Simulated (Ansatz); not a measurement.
Start from ZnS in the zinc blende structure (space group F-43m, No. 216; a = 5.357 Å).

The change: cell and atoms relaxed at a pressure of 9 GPa.

Method: PBEsol (Ansatz, a first-principles code, PAW, scalar-relativistic without spin-orbit coupling), earlier PAW set.

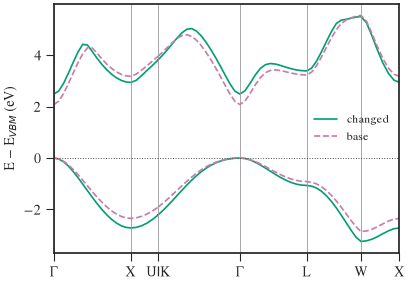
*Highest valence and lowest conduction band along the path, each from its own valence-band maximum*

### Question
From the figure, how large is the changed gap, and is it direct?

### Answer
About 2.5 eV, direct at Γ.

Load acts through the strain it causes; cell and atoms are relaxed under it. Whether these cells are dynamically stable was not tested. Tetrahedral semiconductors of this kind turn to denser phases somewhere between about 1 and 50 GPa; those were not computed, so compressed cells here can lie past the real transition.
